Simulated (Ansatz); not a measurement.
```csv
atom,x (Å),y (Å),z (Å)
K,-0.8204,0.1166,-1.0373
N,0.1426,0.5030,1.3698
O,-0.8456,-0.1980,1.5178
```

Geometry: B3LYP-D3(BJ)/def2-SVP.

Level of theory: Ansatz 0.2.0, isolated molecule in a Gaussian basis; Kohn-Sham density functional theory, functional PBE0.

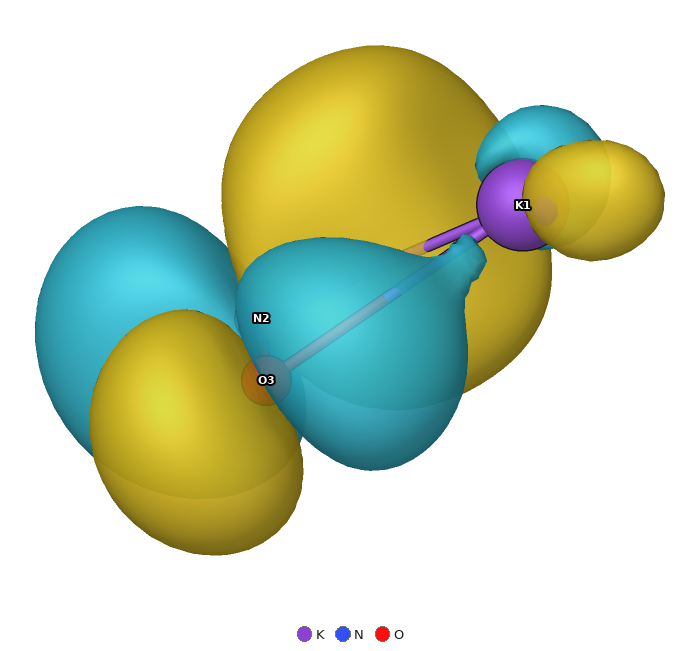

KNO (SMILES [N]1=[O+][K-]1). One frontier orbital at ±0.06 Å⁻³ᐟ² (yellow and cyan are the two phases), seen at an oblique angle.

Which orbital is it: HOMO or LUMO?

The HOMO, at −2.64 eV. Its weight (Hirshfeld) is mainly on N2 (about 55 %), O3 (about 30 %) and K1 (about 15 %); it is symmetric in the molecular plane (an in-plane orbital: σ, lone-pair or in-plane π type).
